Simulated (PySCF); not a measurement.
**A base run of AsF3 and its variants**

Aim: run a base script for AsF3, then edit it and compare.

The runs use PySCF 2.14.0; each script names its method and basis.

## 1. Where the work starts

AsF3: 4 atoms, charge 0, spin multiplicity 1.

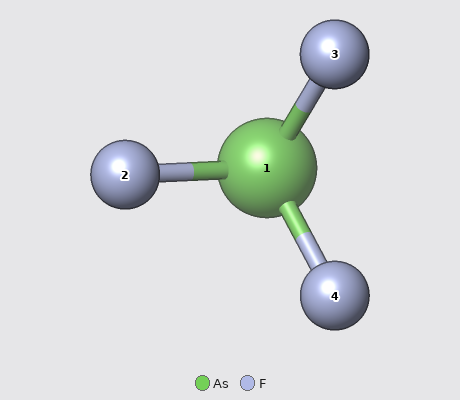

Start geometry, drawn with arsenic green, fluorine light blue; atoms are numbered from 1 in the order of the file.

Geometry (Å):

```mol
AsF3
  3D, bonds by distance, orders not assigned

  4  3  0  0  0  0  0  0  0  0999 V2000
    0.0000    0.0000    0.3821 As  0  0
    1.4710    0.0000   -0.5005 F   0  0
   -0.7355    1.2739   -0.5005 F   0  0
   -0.7355   -1.2739   -0.5005 F   0  0
  1  2  8  0
  1  3  8  0
  1  4  8  0
M  END
```

## 2. The run that the others are compared with

input.py reads:

```python
from pyscf import gto, scf, mp

mol = gto.M(
    atom='As 0 0 0.3821; F 1.471 0 -0.5005; F -0.7355 1.2739 -0.5005; F -0.7355 -1.2739 -0.5005',
    basis='crenbl',
    ecp={'As': 'crenbl', 'F': 'crenbl'},
    charge=0,
    spin=0,
    verbose=4,
)
mf = scf.RHF(mol)
mf.kernel()
mp.MP2(mf).kernel()
mf.dip_moment()
print('orbital energies (hartree):', mf.mo_energy[..., max(0, mol.nelec[1]-3):mol.nelec[0]+3].round(4))
```

Run with:

```console
$ OMP_NUM_THREADS=1 python input.py
```

Its log is not repeated here.

It gives: E(SCF) = -183.373255 Eh, 9 cycles, E(MP2) − E(SCF) = -0.76071 Eh, μ = 3.98 D (of the SCF density).

## 3. Stability test

Edit 1 changes step after the SCF: mp2 → stability.

input.py reads:

```python
from pyscf import gto, scf

mol = gto.M(
    atom='As 0 0 0.3821; F 1.471 0 -0.5005; F -0.7355 1.2739 -0.5005; F -0.7355 -1.2739 -0.5005',
    basis='crenbl',
    ecp={'As': 'crenbl', 'F': 'crenbl'},
    charge=0,
    spin=0,
    verbose=4,
)
mf = scf.RHF(mol)
mf.kernel()
mf.stability(internal=True, external=True)
mf.dip_moment()
print('orbital energies (hartree):', mf.mo_energy[..., max(0, mol.nelec[1]-3):mol.nelec[0]+3].round(4))
```

Run with:

```console
$ OMP_NUM_THREADS=1 python input.py
```

## 4. Level shift 0.3 hartree

Edit 2 changes level shift: none → 0.3 hartree.

input.py: that of step 2 with these lines changed.

```diff
@@ -11,2 +11,3 @@
 mf = scf.RHF(mol)
+mf.level_shift = 0.3
 mf.kernel()
```

Q: Predict the outcome of this session. Wanted: for each run, E(SCF); from base; gap; SCF dipole; after the SCF.

The runs gave:

```tsv
run	E(SCF) (hartree)	from base (eV)	cycles	gap (eV)	SCF dipole (D)	after the SCF
base	-183.373255	0	9	15.76	3.98	MP2 correlation -20.700 eV
stability test	-183.373255	0.0000	9	15.76	3.98	stable
level shift 0.3 hartree	-183.373255	0.0000	12	15.76	3.98	MP2 correlation -20.700 eV
```

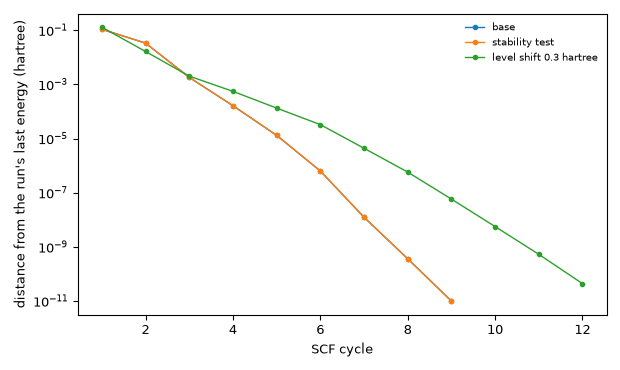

How each run approaches its own final energy.

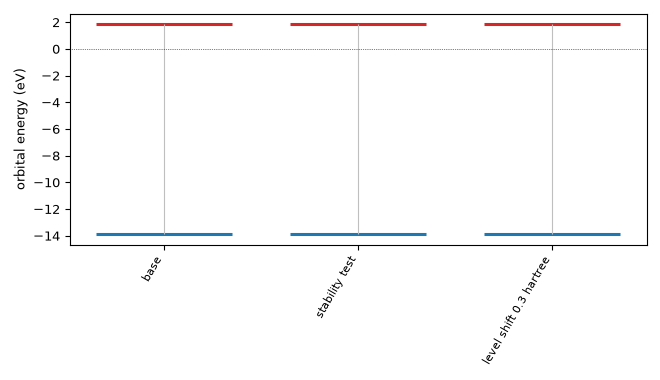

Frontier levels by run: filled blue, empty red.

What this shows: With level shift 0.3 hartree the SCF ends at the base energy. The base needs 9 cycles and the run with level shift 0.3 hartree needs 12.
